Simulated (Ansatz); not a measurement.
**C3H6AlClF2: two geometries relaxed**

Aim: relax the geometries before and after the shift of H8 from C1 to Al2, and see whether they are two minima and how far apart in energy. SMILES of the start: [CH3][AlH][CH](Cl)C(F)F.

All numbers below are computed with Ansatz 0.2.0 (UKS PBE/STO-3G).

## 1. The structure to begin with

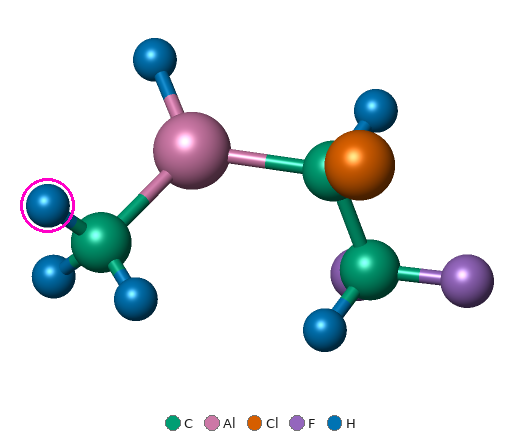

Start, viewed from a free direction; carbon teal, aluminium pink, chlorine orange, fluorine purple, hydrogen blue. Ringed: H8.

Coordinates:

```xyz
13

C    -1.8676    0.9745   -0.4625
Al   -0.8074    0.1880    0.9518
C     0.6904   -1.0033    0.4362
Cl    0.1361   -2.3892   -0.4447
C     1.7596   -0.2811   -0.4225
F     2.7787   -1.1253   -0.7510
F     2.3237    0.7891    0.3056
H    -2.9316    0.7121   -0.3630
H    -1.8524    2.1412   -0.3523
H    -1.5362    0.7001   -1.4435
H    -1.1311    0.4832    2.5107
H     1.2213   -1.3621    1.3998
H     1.2371    0.1380   -1.3499
```

## 2. End point A

input.yaml

```yaml
crystal:
  periodic: [false, false, false]
  atoms:
    - { symbol: C, position_ang: [-1.8676, 0.9745, -0.4625] }
    - { symbol: Al, position_ang: [-0.8074, 0.188, 0.9518] }
    - { symbol: C, position_ang: [0.6904, -1.0033, 0.4362] }
    - { symbol: Cl, position_ang: [0.1361, -2.3892, -0.4447] }
    - { symbol: C, position_ang: [1.7596, -0.2811, -0.4225] }
    - { symbol: F, position_ang: [2.7787, -1.1253, -0.751] }
    - { symbol: F, position_ang: [2.3237, 0.7891, 0.3056] }
    - { symbol: H, position_ang: [-2.9316, 0.7121, -0.363] }
    - { symbol: H, position_ang: [-1.8524, 2.1412, -0.3523] }
    - { symbol: H, position_ang: [-1.5362, 0.7001, -1.4435] }
    - { symbol: H, position_ang: [-1.1311, 0.4832, 2.5107] }
    - { symbol: H, position_ang: [1.2213, -1.3621, 1.3998] }
    - { symbol: H, position_ang: [1.2371, 0.138, -1.3499] }
magnetization:
  spin_polarized: true
basis:
  gaussian: { orbitals: STO-3G }
hamiltonian:
  xc: pbe
relax:
  f_tol: 0.02
  max_steps: 50
```

The run is started by

```bash
$ ansatz run input.yaml --threads 1 --pin off --max-ram 2048MiB --backend cpu --events-out ev --progress --plain --runs-dir out
```

The program printed, cut to the lines that bear on the results:

```text
Warning: RAYON_NUM_THREADS=1 ignored (pool sized by the plan → 1); use --threads N
[...]
Functional definition: PBE
[...]
703 factors; integrals over basis functions are off by at most 1.3e-5 eV
[...]
mean field -27409.77268965 eV, -1007.2905673335 hartree, gradient 9.0e-6 eV, S^2 0.000000; 0 other end points of the search recorded, 0 dependent functions left out
[...]
reference -27409.77271353 eV, -1007.2905682111 hartree; 36, 36 occupied and 13, 13 virtual orbitals, 703 factors
relax step   1: F+E_penalty+E_count = -27409.77268965 eV  Δ(F+E_penalty+E_count) = +0.000e0 eV  max|allowed force component| = 4.347e0 eV/Å  Δτ_max = 0.0000 Å  (25 SCF iters, accepted)
[...]
relax step   3: F+E_penalty+E_count = -27410.44184757 eV  Δ(F+E_penalty+E_count) = -9.873e-2 eV  max|allowed force component| = 3.921e-1 eV/Å  Δτ_max = 0.0735 Å  (25 SCF iters, accepted)
[...]
relax step   5: F+E_penalty+E_count = -27410.47251586 eV  Δ(F+E_penalty+E_count) = -1.404e-2 eV  max|allowed force component| = 4.304e-1 eV/Å  Δτ_max = 0.1756 Å  (25 SCF iters, accepted)
[...]
relax step   7: F+E_penalty+E_count = -27410.64293564 eV  Δ(F+E_penalty+E_count) = -1.388e-1 eV  max|allowed force component| = 9.468e-1 eV/Å  Δτ_max = 0.1906 Å  (31 SCF iters, accepted)
[...]
relax step   9: F+E_penalty+E_count = -27411.38740864 eV  Δ(F+E_penalty+E_count) = -4.115e-1 eV  max|allowed force component| = 1.007e0 eV/Å  Δτ_max = 0.1950 Å  (32 SCF iters, accepted)
[...]
relax step  10: F+E_penalty+E_count = -27411.56770837 eV  Δ(F+E_penalty+E_count) = -1.803e-1 eV  max|allowed force component| = 1.068e0 eV/Å  Δτ_max = 0.1957 Å  (27 SCF iters, accepted)
[...]
709 factors; integrals over basis functions are off by at most 2.4e-5 eV
mean field -27411.65516712 eV, -1007.3597471044 hartree, gradient 9.3e-6 eV, S^2 0.000000; 0 other end points of the search recorded, 0 dependent functions left out
[...]
reference -27411.65519184 eV, -1007.3597480130 hartree; 36, 36 occupied and 13, 13 virtual orbitals, 709 factors
```

## 3. The output, continued: end point A relaxed

Output, continued, cut to the lines that bear on the results:

```text
relax step  11: F+E_penalty+E_count = -27411.65516712 eV  Δ(F+E_penalty+E_count) = -8.746e-2 eV  max|allowed force component| = 3.129e-1 eV/Å  Δτ_max = 0.1615 Å  (26 SCF iters, accepted)
[...]
relax step  17: F+E_penalty+E_count = -27411.69627469 eV  Δ(F+E_penalty+E_count) = -9.063e-5 eV  max|allowed force component| = 2.985e-2 eV/Å  Δτ_max = 0.0160 Å  (27 SCF iters, accepted)
[...]
relax step  18: F+E_penalty+E_count = -27411.69634568 eV  Δ(F+E_penalty+E_count) = -7.098e-5 eV  max|allowed force component| = 5.466e-3 eV/Å  Δτ_max = 0.0042 Å  (21 SCF iters, accepted)
710 factors; integrals over basis functions are off by at most 2.2e-5 eV
mean field -27411.69634568 eV, -1007.3612603885 hartree, gradient 1.5e-5 eV, S^2 0.000000; 1 other end points of the search recorded, 0 dependent functions left out
[...]
Atom 3 at    -0.146374    -2.441066    -0.887808 Å, force    -0.000935    -0.001365    -0.002544 eV/Å
Atom 4 at     1.684143    -0.379338    -0.321557 Å, force     0.003246    -0.001068     0.005466 eV/Å
Atom 5 at     2.965375    -0.485136     0.182636 Å, force    -0.002599     0.000600    -0.001542 eV/Å
Atom 6 at     1.200575     1.018084     0.073926 Å, force    -0.000079     0.001393    -0.001603 eV/Å
Atom 7 at    -2.800477     0.687343    -0.032225 Å, force     0.000394    -0.001138     0.000465 eV/Å
Atom 8 at    -1.849475     2.129266    -0.402201 Å, force    -0.000284    -0.000498     0.000104 eV/Å
Atom 9 at    -1.673317     0.669017    -1.394727 Å, force    -0.000252    -0.000053    -0.001942 eV/Å
Atom 10 at    -0.339696     0.811814     2.278628 Å, force     0.000676     0.002093    -0.000627 eV/Å
Atom 11 at     0.990205    -1.858260     1.160539 Å, force    -0.000038     0.001610     0.001344 eV/Å
Atom 12 at     1.670876    -0.379274    -1.457154 Å, force    -0.000327     0.001279    -0.002285 eV/Å
Dipole moment:     0.508517     0.323215     0.057983 e Å
```

It took 77 s on 1 thread of Intel Xeon 6975P-C (Granite Rapids), shared host; peak memory 0.2 GiB.

Step by step:

| step | energy from step 1 (eV) | largest force component (eV/Å) |
| --- | --- | --- |
| 1 | 0.0000 | 4.3467 |
| 2 | -0.5704 | 1.4590 |
| 3 | -0.6692 | 0.3921 |
| 4 | -0.6858 | 0.1459 |
| 5 | -0.6998 | 0.4304 |
| 6 | -0.7314 | 0.7807 |
| 7 | -0.8702 | 0.9468 |
| 8 | -1.2033 | 0.9687 |
| 9 | -1.6147 | 1.0068 |
| 10 | -1.7950 | 1.0680 |
| 11 | -1.8825 | 0.3129 |
| 12 | -1.9056 | 0.1359 |
| 13 | -1.9124 | 0.0707 |
| 14 | -1.9197 | 0.1705 |
| 15 | -1.9226 | 0.0981 |
| 16 | -1.9235 | 0.0376 |
| 17 | -1.9236 | 0.0298 |
| 18 | -1.9237 | 0.0055 |

Step 1 is the start.

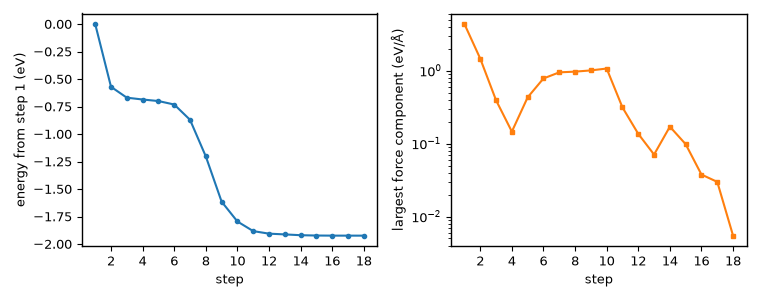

How energy and force went from step to step.

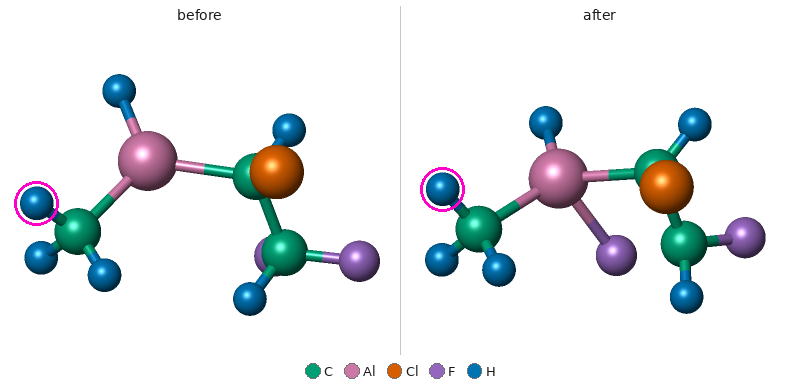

The structure before (left) and after (right), drawn at the same scale.

After: Bond lengths: C1–Al2 1.919 Å, Al2–C3 1.976 Å, C3–Cl4 1.857 Å, C3–C5 1.574 Å, C5–F6 1.381 Å, Al2–F7 1.895 Å, C5–F7 1.531 Å, C1–H8 1.103 Å, C1–H9 1.104 Å, C1–H10 1.103 Å, Al2–H11 1.510 Å, C3–H12 1.112 Å, C5–H13 1.136 Å. Angles (14 of 25 angles, heavy atoms first): C1–Al2–C3 118.3°, C1–Al2–F7 105.4°, C3–Al2–F7 75.4°, Al2–C3–Cl4 121.0°, Al2–C3–C5 90.2°, Cl4–C3–C5 110.0°, C3–C5–F6 118.1°, C3–C5–F7 99.4°, F6–C5–F7 105.6°, Al2–F7–C5 94.6°, C1–Al2–H11 123.4°, C3–Al2–H11 115.3°, F7–Al2–H11 104.2°, Al2–C1–H8 111.4°.

Pairs that crossed the distance rule for bonds on the way: came closer Al2–F7.

## 4. End point B

The second end starts from a geometry with the move made by hand.

Changes to input.yaml since step 2:

```diff
@@ -10,3 +10,3 @@
     - { symbol: F, position_ang: [2.3237, 0.7891, 0.3056] }
-    - { symbol: H, position_ang: [-2.9316, 0.7121, -0.363] }
+    - { symbol: H, position_ang: [-1.78852, 0.90942, 1.89443] }
     - { symbol: H, position_ang: [-1.8524, 2.1412, -0.3523] }
```

The run is started by

```bash
$ ansatz run input.yaml --threads 1 --pin off --max-ram 2048MiB --backend cpu --events-out ev --progress --plain --runs-dir out
```

The program printed, cut to the lines that bear on the results:

```text
Warning: RAYON_NUM_THREADS=1 ignored (pool sized by the plan → 1); use --threads N
[...]
Functional definition: PBE
[...]
704 factors; integrals over basis functions are off by at most 1.3e-5 eV
[...]
mean field -27401.97095712 eV, -1007.0038589512 hartree, gradient 2.4e-5 eV, S^2 0.187754; 8 other end points of the search recorded, 0 dependent functions left out
[...]
reference -27401.97097986 eV, -1007.0038597867 hartree; 36, 36 occupied and 13, 13 virtual orbitals, 704 factors
relax step   1: F+E_penalty+E_count = -27401.97095712 eV  Δ(F+E_penalty+E_count) = +0.000e0 eV  max|allowed force component| = 6.529e0 eV/Å  Δτ_max = 0.0000 Å  (153 SCF iters, accepted)
[...]
relax step   4: F+E_penalty+E_count = -27404.94351250 eV  Δ(F+E_penalty+E_count) = -2.584e-1 eV  max|allowed force component| = 7.947e-1 eV/Å  Δτ_max = 0.1963 Å  (31 SCF iters, accepted)
[...]
relax step   7: F+E_penalty+E_count = -27406.11565157 eV  Δ(F+E_penalty+E_count) = -5.452e-1 eV  max|allowed force component| = 2.495e0 eV/Å  Δτ_max = 0.1947 Å  (35 SCF iters, accepted)
[...]
relax step  10: F+E_penalty+E_count = -27409.77042710 eV  Δ(F+E_penalty+E_count) = -1.024e0 eV  max|allowed force component| = 1.834e0 eV/Å  Δτ_max = 0.1949 Å  (27 SCF iters, accepted)
[...]
relax step  11: F+E_penalty+E_count = -27410.54318397 eV  Δ(F+E_penalty+E_count) = -7.728e-1 eV  max|allowed force component| = 1.642e0 eV/Å  Δτ_max = 0.2000 Å  (27 SCF iters, accepted)
[...]
relax step  12: F+E_penalty+E_count = -27411.05591963 eV  Δ(F+E_penalty+E_count) = -5.127e-1 eV  max|allowed force component| = 1.187e0 eV/Å  Δτ_max = 0.1950 Å  (27 SCF iters, accepted)
[...]
714 factors; integrals over basis functions are off by at most 2.5e-5 eV
```

## 5. More of the same log: end point B relaxed

Output, continued:

```text
mean field -27411.37487560 eV, -1007.3494465811 hartree, gradient 1.9e-5 eV, S^2 0.000000; 0 other end points of the search recorded, 0 dependent functions left out
the calculation of the forces begins
reference -27411.37490014 eV, -1007.3494474830 hartree; 36, 36 occupied and 13, 13 virtual orbitals, 714 factors
relax step  13: F+E_penalty+E_count = -27411.37487560 eV  Δ(F+E_penalty+E_count) = -3.190e-1 eV  max|allowed force component| = 6.679e-1 eV/Å  Δτ_max = 0.1998 Å  (27 SCF iters, accepted)
these checks for a lower state are left out or cut short: starts, cluster_reference, orbital_swaps, neighbouring_geometries, increment
714 factors; integrals over basis functions are off by at most 2.5e-5 eV
mean field evaluation 160: about -27411.5793 eV, gradient 1.0e-3 eV
mean field -27411.57925657 eV, -1007.3569574431 hartree, gradient 2.4e-5 eV, S^2 0.000000; 0 other end points of the search recorded, 0 dependent functions left out
the calculation of the forces begins
reference -27411.57928143 eV, -1007.3569583567 hartree; 36, 36 occupied and 13, 13 virtual orbitals, 714 factors
relax step  14: F+E_penalty+E_count = -27411.57925657 eV  Δ(F+E_penalty+E_count) = -2.044e-1 eV  max|allowed force component| = 5.306e-1 eV/Å  Δτ_max = 0.2000 Å  (25 SCF iters, accepted)
these checks for a lower state are left out or cut short: starts, cluster_reference, orbital_swaps, neighbouring_geometries, increment
713 factors; integrals over basis functions are off by at most 2.2e-5 eV
mean field -27411.57672761 eV, -1007.3568645056 hartree, gradient 2.3e-5 eV, S^2 0.000000; 0 other end points of the search recorded, 0 dependent functions left out
the calculation of the forces begins
reference -27411.57675243 eV, -1007.3568654177 hartree; 36, 36 occupied and 13, 13 virtual orbitals, 713 factors
relax step  15: F+E_penalty+E_count = -27411.57672761 eV  Δ(F+E_penalty+E_count) = +2.529e-3 eV  max|allowed force component| = 2.180e0 eV/Å  Δτ_max = 0.2000 Å  (30 SCF iters, rejected (line search))
these checks for a lower state are left out or cut short: starts, cluster_reference, orbital_swaps, neighbouring_geometries, increment
713 factors; integrals over basis functions are off by at most 2.4e-5 eV
mean field -27411.66364462 eV, -1007.3600586468 hartree, gradient 1.0e-5 eV, S^2 0.000000; 0 other end points of the search recorded, 0 dependent functions left out
the calculation of the forces begins
reference -27411.66366966 eV, -1007.3600595671 hartree; 36, 36 occupied and 13, 13 virtual orbitals, 713 factors
relax step  16: F+E_penalty+E_count = -27411.66364462 eV  Δ(F+E_penalty+E_count) = -8.439e-2 eV  max|allowed force component| = 1.670e-1 eV/Å  Δτ_max = 0.0975 Å  (26 SCF iters, accepted)
these checks for a lower state are left out or cut short: starts, cluster_reference, orbital_swaps, neighbouring_geometries, increment
713 factors; integrals over basis functions are off by at most 2.3e-5 eV
mean field -27411.69386925 eV, -1007.3611693814 hartree, gradient 1.0e-5 eV, S^2 0.000000; 0 other end points of the search recorded, 0 dependent functions left out
the calculation of the forces begins
reference -27411.69389409 eV, -1007.3611702945 hartree; 36, 36 occupied and 13, 13 virtual orbitals, 713 factors
relax step  17: F+E_penalty+E_count = -27411.69386925 eV  Δ(F+E_penalty+E_count) = -3.022e-2 eV  max|allowed force component| = 1.275e-1 eV/Å  Δτ_max = 0.0978 Å  (28 SCF iters, accepted)
these checks for a lower state are left out or cut short: starts, cluster_reference, orbital_swaps, neighbouring_geometries, increment
713 factors; integrals over basis functions are off by at most 2.3e-5 eV
mean field -27411.69567151 eV, -1007.3612356132 hartree, gradient 2.7e-5 eV, S^2 0.000000; 0 other end points of the search recorded, 0 dependent functions left out
the calculation of the forces begins
reference -27411.69569635 eV, -1007.3612365263 hartree; 36, 36 occupied and 13, 13 virtual orbitals, 713 factors
relax step  18: F+E_penalty+E_count = -27411.69567151 eV  Δ(F+E_penalty+E_count) = -1.802e-3 eV  max|allowed force component| = 5.816e-2 eV/Å  Δτ_max = 0.0149 Å  (27 SCF iters, accepted)
these checks for a lower state are left out or cut short: starts, cluster_reference, orbital_swaps, neighbouring_geometries, increment
713 factors; integrals over basis functions are off by at most 2.3e-5 eV
mean field evaluation 192: about -27411.8312 eV, gradient 3.0e-1 eV
mean field -27411.69599597 eV, -1007.3612475372 hartree, gradient 2.4e-5 eV, S^2 0.000000; 0 other end points of the search recorded, 0 dependent functions left out
the calculation of the forces begins
reference -27411.69602082 eV, -1007.3612484501 hartree; 36, 36 occupied and 13, 13 virtual orbitals, 713 factors
relax step  19: F+E_penalty+E_count = -27411.69599597 eV  Δ(F+E_penalty+E_count) = -3.245e-4 eV  max|allowed force component| = 1.566e-2 eV/Å  Δτ_max = 0.0097 Å  (22 SCF iters, accepted)
713 factors; integrals over basis functions are off by at most 2.3e-5 eV
mean field -27411.69599597 eV, -1007.3612475372 hartree, gradient 2.4e-5 eV, S^2 0.000000; 1 other end points of the search recorded, 0 dependent functions left out
the calculation of the forces begins
reference -27411.69602082 eV, -1007.3612484501 hartree; 36, 36 occupied and 13, 13 virtual orbitals, 713 factors
Total energy: -27411.69602082 eV, -1007.3612484501 hartree
Atom 0 at    -1.725871     1.056249     0.029172 Å, force     0.006745     0.004599     0.000779 eV/Å
Atom 1 at    -0.217987     0.450083     1.049482 Å, force    -0.006459    -0.001495    -0.004847 eV/Å
Atom 2 at     0.670351    -1.223464     0.488995 Å, force     0.002652     0.007782     0.015656 eV/Å
Atom 3 at    -0.201845    -2.465415    -0.580687 Å, force    -0.001420     0.002069    -0.005242 eV/Å
Atom 4 at     1.693899    -0.394226    -0.371351 Å, force    -0.007666     0.006567    -0.013730 eV/Å
Atom 5 at     3.039097    -0.512479    -0.085374 Å, force     0.011766    -0.001190     0.009414 eV/Å
Atom 6 at     1.301808     1.018697     0.070326 Å, force    -0.000880    -0.010476    -0.002375 eV/Å
Atom 7 at    -2.676877     0.704506     0.463473 Å, force    -0.008808    -0.007718     0.012845 eV/Å
Atom 8 at    -1.789728     2.157767    -0.005107 Å, force     0.001362     0.003598    -0.000394 eV/Å
Atom 9 at    -1.709115     0.701548    -1.015043 Å, force    -0.000020    -0.001264    -0.011161 eV/Å
Atom 10 at     0.061640     0.893690     2.465061 Å, force     0.002432     0.001899     0.002996 eV/Å
Atom 11 at     1.226267    -1.810461     1.251969 Å, force    -0.002001    -0.004115    -0.000313 eV/Å
Atom 12 at     1.492040    -0.413975    -1.488788 Å, force     0.002296    -0.000255    -0.003628 eV/Å
Dipole moment:     0.511781     0.322382    -0.025397 e Å
```

Wall time 73 s (1 thread of Intel Xeon 6975P-C (Granite Rapids), shared host); peak memory 0.2 GiB.

Step by step:

| step | energy from step 1 (eV) | largest force component (eV/Å) |
| --- | --- | --- |
| 1 | 0.0000 | 6.5285 |
| 2 | -2.0422 | 1.9050 |
| 3 | -2.7142 | 1.4709 |
| 4 | -2.9726 | 0.7947 |
| 5 | -3.2428 | 0.5175 |
| 6 | -3.5995 | 1.1892 |
| 7 | -4.1447 | 2.4954 |
| 8 | -5.3821 | 3.6999 |
| 9 | -6.7755 | 2.9987 |
| 10 | -7.7995 | 1.8338 |
| 11 | -8.5722 | 1.6422 |
| 12 | -9.0850 | 1.1874 |
| 13 | -9.4039 | 0.6679 |
| 14 | -9.6083 | 0.5306 |
| 15x | -9.6058 | 2.1799 |
| 16 | -9.6927 | 0.1670 |
| 17 | -9.7229 | 0.1275 |
| 18 | -9.7247 | 0.0582 |
| 19 | -9.7250 | 0.0157 |

Step 1 is the start. 1 step was tried and not accepted (marked x).

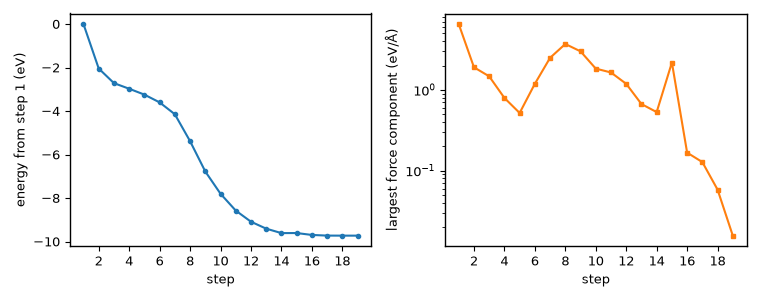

Energy and largest force along the relaxation.

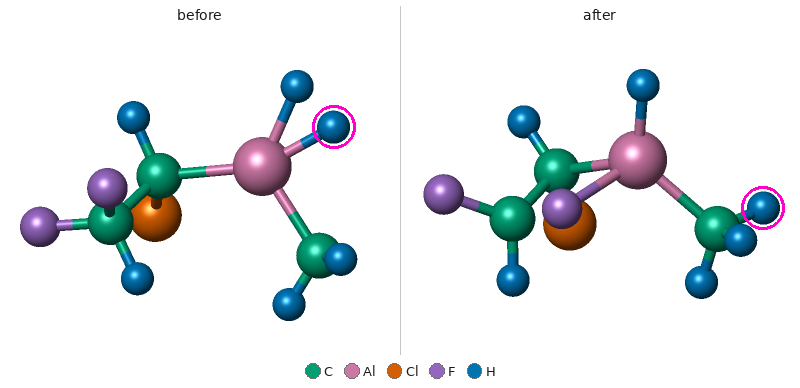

Before and after, at one scale.

After: Bond lengths: C1–Al2 1.919 Å, Al2–C3 1.976 Å, C3–Cl4 1.857 Å, C3–C5 1.573 Å, C5–F6 1.380 Å, Al2–F7 1.895 Å, C5–F7 1.531 Å, C1–H8 1.103 Å, C1–H9 1.104 Å, C1–H10 1.103 Å, Al2–H11 1.510 Å, C3–H12 1.112 Å, C5–H13 1.136 Å. Angles (14 of 25 angles, heavy atoms first): C1–Al2–C3 118.0°, C1–Al2–F7 105.1°, C3–Al2–F7 75.3°, Al2–C3–Cl4 121.3°, Al2–C3–C5 90.1°, Cl4–C3–C5 110.1°, C3–C5–F6 118.4°, C3–C5–F7 99.3°, F6–C5–F7 105.6°, Al2–F7–C5 94.4°, C1–Al2–H11 123.5°, C3–Al2–H11 115.6°, F7–Al2–H11 104.3°, Al2–C1–H8 111.6°.

Pairs that crossed the distance rule for bonds on the way: came closer C1–H8, Al2–F7; moved apart Al2–H8.

## 6. Summary of results

```
                           quantity                     value
                              end A  17 moves, 1.924 eV lower
                              end B  17 moves, 9.725 eV lower
largest difference between the ends                    0.06 Å
            end B relative to end A                 +0.000 eV
```

The two relaxations end at one structure, within 0.06 Å: no second minimum was found from this start, which doesn't rule one out. The basis is very small, so the numbers are rough.
